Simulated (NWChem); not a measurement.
# One shape, several levels: CH4N (methyl amino radical)

Wanted: a comparison of 3 runs (UHF/STO-3G, UHF/def2-TZVP, UCCSD(T)/6-31G*) of CH4N (methyl amino radical). 

The results are computed with NWChem 7.3.0.

1 further run of the same task is left out (set aside as unsound or not needed).

## (1) Starting point

The species is CH4N (6 atoms), meant as a doublet with charge 0. As SMILES, `C[NH]`. The shape is that of a PBE0-D4/def2-TZVP optimisation.

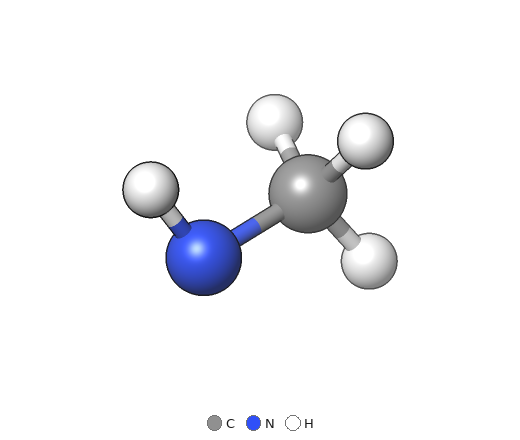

Viewed from a chosen angle; carbon grey, nitrogen blue, hydrogen white.

## (2) Energy and gradient at UHF/STO-3G (run 1)

Contents of ch4n.nw:

```
start ch4n
title "CH4N gradient"
memory total 2200 mb
charge 0
geometry units au noautosym nocenter noautoz
   C   -0.12869035  -0.51646215  -0.44843201
   N   -0.53706016   0.79954312   1.87536421
   H   -0.50512379   0.70581271  -2.09003709
   H   -1.34718575  -2.17564169  -0.57390982
   H    1.84985290  -1.12835547  -0.64666428
   H    0.66820716   2.31510348   1.88349003
end
basis spherical bse
   * library STO-3G
end
scf
   nopen 1
   uhf
   thresh 1e-08
   maxiter 80
   print low
end
task scf gradient
```

Run with:

```sh
$ nwchem ch4n.nw > ch4n.out
```

The log of the run:

```text
[...]
  functions       =    14
[...]
  wavefunction    = UHF
[...]
         Total SCF energy =    -93.420840058905
      One electron energy =   -198.228914925294
      Two electron energy =     68.538713276085
 Nuclear repulsion energy =     36.269361590304
                       Sz =      0.5000
                 Sz(Sz+1) =      0.7500
                      S^2 =      0.7584
[...]
                         UHF ENERGY GRADIENTS
    atom               coordinates                        gradient
                 x          y          z           x          y          z
   1 C      -0.128690  -0.516462  -0.448432   -0.019652   0.021151   0.059534
   2 N      -0.537060   0.799543   1.875364    0.033808  -0.000242  -0.054522
   3 H      -0.505124   0.705813  -2.090037    0.001778   0.004517  -0.006000
   4 H      -1.347186  -2.175642  -0.573910   -0.001248  -0.001975  -0.000734
   5 H       1.849853  -1.128355  -0.646664    0.007136   0.000391  -0.002785
   6 H       0.668207   2.315103   1.883490   -0.021822  -0.023842   0.004506
 Task  times  cpu:        0.2s     wall:        0.2s
 Total times  cpu:        0.2s     wall:        0.2s
```

It took 0.68 s on 1 thread of AMD EPYC 9R45 (Zen 5), shared host; peak memory 0.099 GiB.

## (3) Energy and gradient at UHF/def2-TZVP (run 2)

Contents of input.nw:

```
start input
title "CH4N"
memory 2200 mb
geometry units atomic noautosym nocenter noautoz
C  -0.12869035 -0.51646215 -0.44843201
N  -0.53706016  0.79954312  1.87536421
H  -0.50512379  0.70581271 -2.09003709
H  -1.34718575 -2.17564169 -0.57390982
H   1.84985290 -1.12835547 -0.64666428
H   0.66820716  2.31510348  1.88349003
end
basis "ao basis" spherical bse
* library def2-TZVP
end
scf
doublet
uhf
thresh 1e-08
maxiter 80
end
task scf gradient
```

Run with:

```sh
$ nwchem input.nw > input.out
```

The log of the run:

```text
[...]
  functions       =    86
[...]
  wavefunction    = UHF
[...]
         Total SCF energy =    -94.632349449062
      One electron energy =   -199.199968065599
      Two electron energy =     68.298257026232
 Nuclear repulsion energy =     36.269361590304
                       Sz =      0.5000
                 Sz(Sz+1) =      0.7500
                      S^2 =      0.7617
[...]
                         UHF ENERGY GRADIENTS
    atom               coordinates                        gradient
                 x          y          z           x          y          z
   1 C      -0.128690  -0.516462  -0.448432   -0.003594   0.006858   0.015192
   2 N      -0.537060   0.799543   1.875364   -0.009279  -0.014162  -0.003519
   3 H      -0.505124   0.705813  -2.090037    0.000435   0.003931  -0.006752
   4 H      -1.347186  -2.175642  -0.573910   -0.003866  -0.005261  -0.000528
   5 H       1.849853  -1.128355  -0.646664    0.007221  -0.001323  -0.002679
   6 H       0.668207   2.315103   1.883490    0.009082   0.009958  -0.001713
[...]
```

Wall time 12 s (1 thread of AMD EPYC 9R45 (Zen 5), shared host); peak memory 0.11 GiB.

## (4) A single-point energy at UCCSD(T)/6-31G(d) (spherical functions) (run 3)

Contents of job.nw:

```
START job
memory stack 880 mb heap 220 mb global 1100 mb
charge 0

GEOMETRY units atomic noautosym nocenter noautoz
   C   -0.12869035  -0.51646215  -0.44843201
   N   -0.53706016   0.79954312   1.87536421
   H   -0.50512379   0.70581271  -2.09003709
   H   -1.34718575  -2.17564169  -0.57390982
   H    1.84985290  -1.12835547  -0.64666428
   H    0.66820716   2.31510348   1.88349003
END

BASIS spherical bse
   * library 6-31G*
END

SCF
   nopen 1
   uhf
   thresh 1e-08
   maxiter 80
END

TCE
   scf
   ccsd(t)
   freeze core 2
   maxiter 60
END

TASK tce energy
```

Run with:

```sh
$ nwchem job.nw > job.out
```

The log of the run:

```text
[...]
  functions       =    36
[...]
  wavefunction    = UHF
[...]
         Total SCF energy =    -94.590520910101
      One electron energy =   -199.138019702204
      Two electron energy =     68.278137201799
 Nuclear repulsion energy =     36.269361590304
                       Sz =      0.5000
                 Sz(Sz+1) =      0.7500
                      S^2 =      0.7600
[...]
         Wavefunction type : Unrestricted Hartree-Fock
          No. of electrons :    17
[...]
         Spin multiplicity : doublet
[...]
 CCSD total energy / hartree       =       -94.881329068908101
[...]
 CCSD[T] total energy / hartree       =       -94.887795518785012
[...]
 CCSD(T) total energy / hartree       =       -94.887447882199623
[...]
```

Wall time 3.3 s (1 thread of AMD EPYC 9R45 (Zen 5), shared host); peak memory 0.14 GiB.

## (5) Overview of the runs

| run | level | task | module | energy (Eh) | ⟨S²⟩ | largest force (eV/Å) | wall time |
| --- | --- | --- | --- | --- | --- | --- | --- |
| 1 | UHF/STO-3G | gradient | scf | -93.420840 | 0.758 | 3.402 | 0.68 s |
| 2 | UHF/def2-TZVP | gradient | scf | -94.632349 | 0.762 | 0.889 | 12 s |
| 3 | UCCSD(T)/6-31G* (spherical functions) | energy | tce | -94.887448 | 0.760 | – | 3.3 s |

## (6) What came out

```
                                                         quantity         value
                                              run 3: total energy  -94.88745 Eh
run 3: HOMO energy (Hartree–Fock orbitals) (highest over α and β)     -11.29 eV
 run 3: LUMO energy (Hartree–Fock orbitals) (lowest over α and β)       4.02 eV
               run 3: correlation energy (2 core orbitals frozen)    -296.9 mEh
                                            run 3: (T) correction     -6.12 mEh
                         run 3: ⟨S²⟩ of the reference determinant         0.760
```

In run 1 the basis is minimal, so the values are rough. All runs together took 16 s, the longest 12 s.
